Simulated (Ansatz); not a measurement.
C3H8Si: several calculations on one system

Part 1: Relaxation

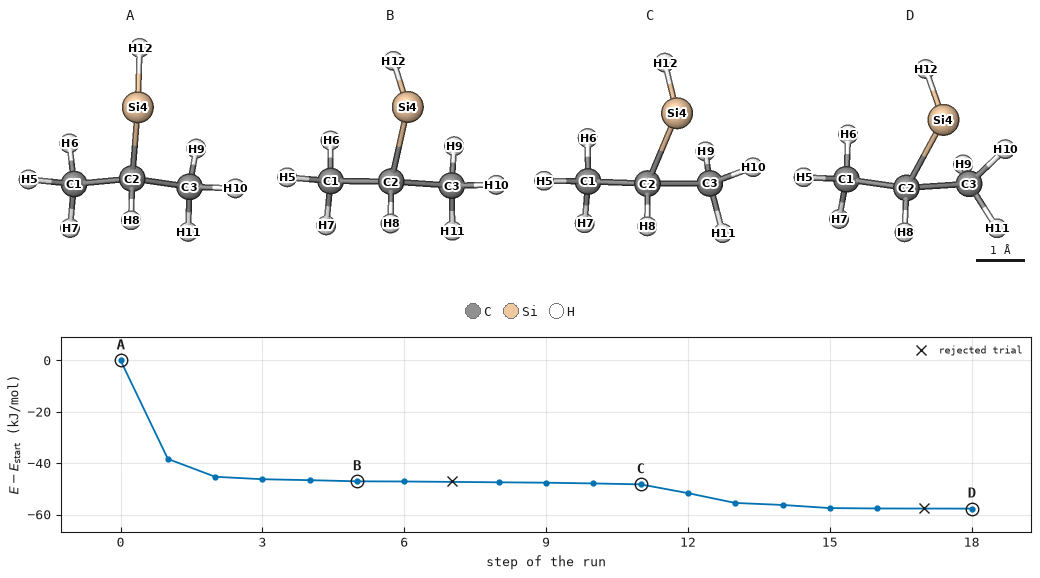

Frames of a relaxation of C$_{3}$H$_{8}$Si, marked on the history of the run. A ball-and-stick model, seen at a tilt.

The run prepares an end point of a later path (torsion) calculation, from a guessed geometry.

Method: RKS PBE-D4/def2-SVP in Ansatz. Set-up: no spin polarisation; force threshold 0.015 eV/Å; at most 40 steps.

> Describe the path.

The atom that moves furthest after the best rigid fit is H11 (0.87 Å). By element the largest moves are H 0.87 Å, Si 0.60 Å, C 0.24 Å. Near-neighbour distances that change, for instance: Si4–H10 2.995 → 1.954 Å, C3–Si4 2.767 → 2.327 Å, C2–Si4 1.823 → 1.936 Å, C3–H10 1.120 → 1.170 Å. Bond angles that change, for instance: C3–C2–Si4 112.0° → 83.3°, C2–Si4–H12 110.9° → 92.7°, C1–C2–Si4 115.7° → 122.7°. Groups turn about C2–C3 by about 50°. After 16 accepted moves (18 points after the start) the energy has fallen by 57.7 kJ/mol. The largest force component goes from 2.4 to 0.0061 eV/Å. The line search rejected the trial steps at points 7, 17 of the run. From step 0 to 5: H12 moves most (0.38 Å), energy −47.1 kJ/mol. From step 5 to 11: H10 moves most (0.38 Å), energy −1.19 kJ/mol. From step 11 to 18: H11 moves most (0.46 Å), energy −9.45 kJ/mol.

Part 2: Relaxation

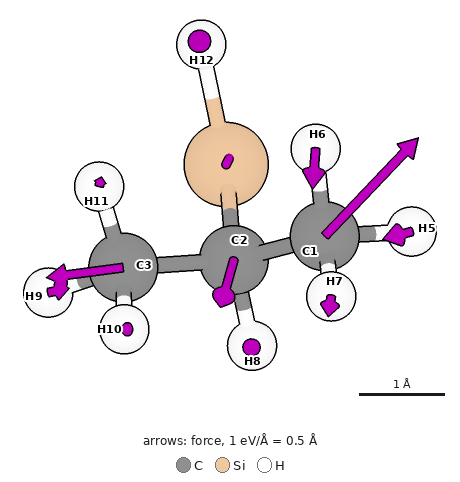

Starting geometry of C$_{3}$H$_{8}$Si with the computed forces as purple arrows. The picture is a ball-and-stick view, seen from a free direction.

The run prepares an end point of a later path (torsion) calculation, from a guessed geometry.

Level of theory: RKS PBE-D4/def2-SVP (Ansatz 0.2.0). (no spin polarisation; force threshold 0.015 eV/Å; at most 40 steps)

> Is this structure relaxed? If not, where do the atoms go?

It isn't relaxed: the largest force vector, on a C atom, is 3.29 eV/Å. The final displacements have little in common with the starting forces (cosine between the two patterns 0.08). The atom that moves furthest after the best rigid fit is an H atom (0.88 Å). By element the largest moves are H 0.88 Å, Si 0.61 Å, C 0.24 Å. Near-neighbour distances that change, for instance: H–Si 3.016 → 1.952 Å, C–Si 2.767 → 2.326 Å, C–Si 1.823 → 1.936 Å, C–H 1.153 → 1.110 Å. Bond angles that change, for instance: C–C–Si 112.0° → 83.3°, C–Si–H 110.9° → 92.8°, C–C–Si 115.7° → 122.6°. Groups turn about C–C by about 50°. After 17 accepted moves (21 points after the start) the energy has fallen by 57.4 kJ/mol. The largest force component goes from 2.4 to 0.011 eV/Å. The line search rejected the trial steps at points 6, 8, 16, 19 of the run. The run took 32 s on 2 threads of Intel(R) Xeon(R) Platinum 8375C CPU @ 2.90GHz (Ice Lake), on a shared host, peak memory 0.15 GiB.

Part 3: Path

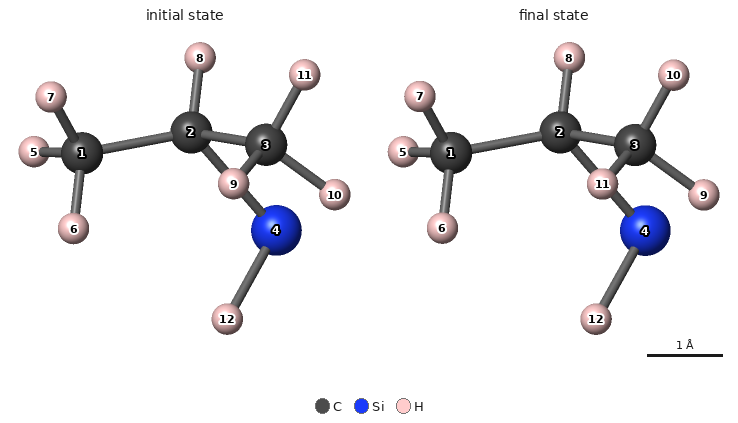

The two relaxed end points of a path for C3H8Si. The picture is a ball-and-stick view, seen at a tilt.

All numbers below come from RKS PBE-D4/def2-SVP (Ansatz).

The input:
```yaml
crystal:
  periodic: [false, false, false]
  atoms:
    - { symbol: C, position_ang: [-0.253753, 0.916368, -1.082057] }
    - { symbol: C, position_ang: [0.106915, -0.427294, -0.461256] }
    - { symbol: C, position_ang: [0.796399, -0.358287, 0.908765] }
    - { symbol: Si, position_ang: [-1.17863, -1.517004, 0.491983] }
    - { symbol: H, position_ang: [-0.851477, 0.783387, -2.006713] }
    - { symbol: H, position_ang: [-0.861724, 1.527345, -0.382692] }
    - { symbol: H, position_ang: [0.647664, 1.507346, -1.358353] }
    - { symbol: H, position_ang: [0.699973, -1.047724, -1.162634] }
    - { symbol: H, position_ang: [0.7372, 0.644233, 1.372491] }
    - { symbol: H, position_ang: [0.291844, -1.061886, 1.695405] }
    - { symbol: H, position_ang: [1.834418, -0.744187, 0.924295] }
    - { symbol: H, position_ang: [-1.891729, -0.277397, 1.094866] }
basis:
  gaussian: { orbitals: def2-SVP }
hamiltonian:
  xc: pbe
  dispersion: d4
neb:
  order_check: false
  images: 7
  f_tol: 0.03
  max_iterations: 60
  initial_path: idpp
  final_atoms:
    - { symbol: C, position_ang: [-0.15861113, 0.87658954, -1.13295424] }
    - { symbol: C, position_ang: [0.02860186, -0.46493963, -0.43558913] }
    - { symbol: C, position_ang: [0.76984562, -0.41397496, 0.90776364] }
    - { symbol: Si, position_ang: [-1.36423155, -1.29352145, 0.62294211] }
    - { symbol: H, position_ang: [-0.80938325, 0.7759916, -2.0254219] }
    - { symbol: H, position_ang: [-0.64096451, 1.61208442, -0.455974] }
    - { symbol: H, position_ang: [0.80589328, 1.31016156, -1.47920937] }
    - { symbol: H, position_ang: [0.50125664, -1.20613214, -1.11081776] }
    - { symbol: H, position_ang: [0.19937965, -0.98981011, 1.7518785] }
    - { symbol: H, position_ang: [1.74180455, -0.9448183, 0.91930442] }
    - { symbol: H, position_ang: [0.87111281, 0.61248561, 1.30733107] }
    - { symbol: H, position_ang: [-1.86760398, 0.07078385, 1.16484666] }
```

Run as
```bash
ansatz run input.yaml --threads 2 --pin off --max-ram 3072MiB --backend cpu --events-out ev --progress --plain --runs-dir out
```

> Predict the minimum-energy path and its barrier.

The two ends have the same energy, and the highest point, image 4, lies 11.3 kJ/mol above the start. The motion is a rotation about the C2–C3 bond by about 120°. No bond forms or breaks between the ends. Among the angles between lasting bonds that change up to the highest image: C3–C2–Si4 83.3° → 94.3°, H10–C3–H11 100.7° → 107.2°. The band converged in 7 iterations. The largest component of the band force went from 1.3 to 0.02 eV/Å. The climbing image converged on the top of the path. Its vibrational analysis gives one imaginary mode (148i cm⁻¹), as a transition state must have.

Energies of the converged images:

| image | path (Å) | E (kJ/mol) |
| --- | --- | --- |
| 0 | 0.00 | 0.0 |
| 1 | 0.50 | 3.6 |
| 2 | 1.00 | 9.0 |
| 3 | 1.50 | 10.5 |
| 4 | 2.00 | 11.3 |
| 5 | 2.44 | 9.5 |
| 6 | 2.89 | 5.4 |
| 7 | 3.34 | 1.7 |
| 8 | 3.78 | 0.0 |

The geometry at the top of the path:

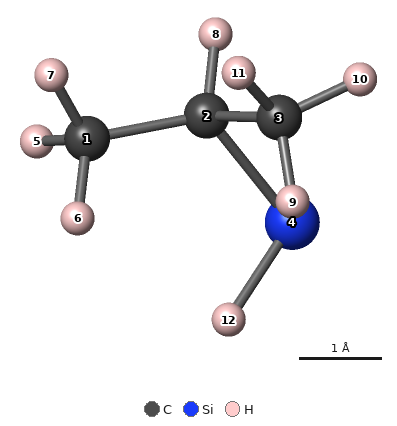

The run took 73 s on 2 threads of Intel(R) Xeon(R) Platinum 8375C CPU @ 2.90GHz (Ice Lake), on a shared host, peak memory 0.16 GiB.
